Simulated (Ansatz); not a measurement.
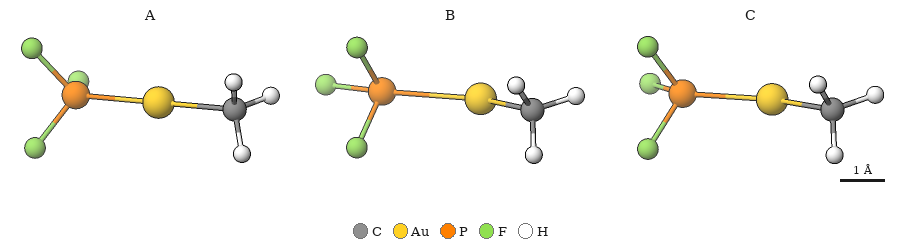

3 geometries from one relaxation of CH3AuF3P, in shuffled order. Style: ball-and-stick. Shown at a tilt.

The start comes from GFN2-xTB.

All numbers below come from RKS PBE0-D4/def2-TZVP (Ansatz). Set-up: force threshold 0.005 eV/Å; at most 150 steps.

Q: Put them in the order of the run, from the start to the converged end.

A: B, C, A. They are steps 0, 3, 15, at +95.0 kJ/mol, +31.0 kJ/mol relative to the last. The energy falls by 95.0 kJ/mol in 14 accepted moves (15 points after the start). The largest force component goes from 2.7 to 0.0029 eV/Å. The line search rejected the trial step at point 8 of the run. The forces were under the threshold at step 10, but the run went on from there. An F atom moves most after the best rigid fit: 1.23 Å. By element the largest moves are F 1.23 Å, Au 0.77 Å, P 0.51 Å, H 0.49 Å, C 0.08 Å. Some distances before and after: Au–P 2.523 → 2.233 Å, F–P 1.623 → 1.551 Å, F–P 1.589 → 1.551 Å, C–H 1.081 → 1.093 Å. Bond angles that change, for instance: Au–P–F 168.4° → 118.5°, C–Au–P 150.4° → 180.0°, Au–P–F 95.4° → 118.5°.
